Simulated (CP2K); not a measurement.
Band structure of CsPbCl3 (Pm-3m, 5 atoms in the cell).

```xyz
5
Lattice="5.7110 0.0000 0.0000 0.0000 5.7110 0.0000 0.0000 0.0000 5.7110" Properties=species:S:1:pos:R:3 pbc="T T T"
Cs     0.0000     0.0000     0.0000
Pb     2.8555     2.8555     2.8555
Cl     2.8555     0.0000     2.8555
Cl     0.0000     2.8555     2.8555
Cl     2.8555     2.8555     0.0000
```

Method of the run: PBE, GPW, DZVP-MOLOPT-PBE-GTH basis, GTH-PBE potentials (POTENTIAL_UZH) run with CP2K 2026.2.

Settings: CUTOFF = 500 Ry; REL_CUTOFF = 60 Ry; SMEAR/METHOD = FERMI_DIRAC; ELECTRONIC_TEMPERATURE = 232.09 K; KPOINTS/SCHEME = MONKHORST-PACK 5 5 5; XC_FUNCTIONAL = PBE; Cs/BASIS_SET = DZVP-MOLOPT-PBE-GTH-q9; Cs/POTENTIAL = GTH-PBE-q9; Pb/BASIS_SET = DZVP-MOLOPT-PBE-GTH-q4; Pb/POTENTIAL = GTH-PBE-q4; Cl/BASIS_SET = DZVP-MOLOPT-PBE-GTH-q7; Cl/POTENTIAL = GTH-PBE-q7; METHOD = GPW; EPS_DEFAULT = 1e-11.

The starting cell has typed, rounded lattice constants, without a prior relaxation at this level. Its lattice was rescaled by a random factor within 2.5 % of one. Spin-orbit coupling is off. Values carry the incompleteness of an atom-centred basis.

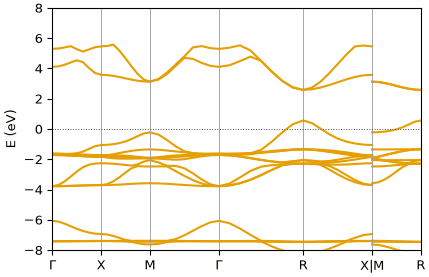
Fig. 1. Bands along the path, energies from the top of the valence band on the SCF mesh.

**Question.** Read off roughly the gap and where its edges lie.

**Answer.** The gap along the path is about 2.0 eV (computed: 2.02 eV), direct at R to within 0.01 eV.

Levels in eV from the top of the valence band on the SCF mesh, bands 14 to 18:
```tsv
point	14	15	16	17	18
Γ	-1.71	-1.64	-1.64	-1.64	4.11
X	-1.82	-1.72	-1.72	-1.06	3.58
M	-1.91	-1.91	-1.35	-0.22	3.13
R	-1.34	-1.34	-1.34	0.56	2.58
```

Higher empty bands are left out: an atom-centred basis made for the valence describes them poorly.
